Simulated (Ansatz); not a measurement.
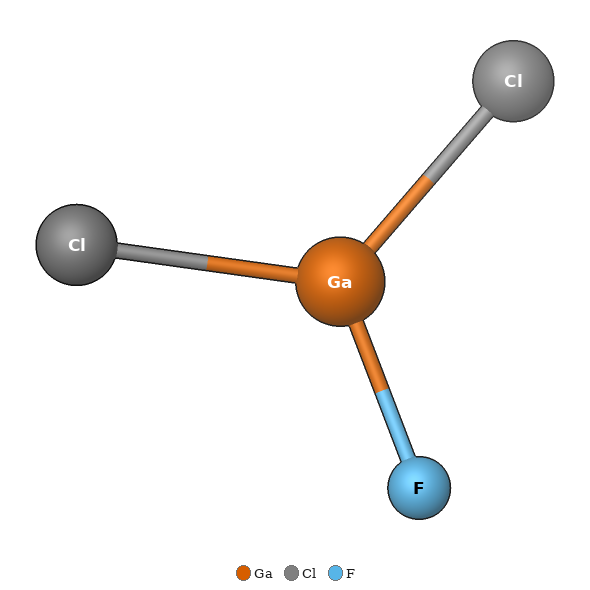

All atoms lie in one plane, which faces the viewer. The geometry was computed by an optimisation with PBE0-D4/def2-TZVP.

Question: List the symmetry elements and name the point group.

Answer: It has 1 C2 axis and 2 mirror planes, so the point group is C2v. The group has 4 operations. The geometry is achiral, and symmetry allows a dipole moment.
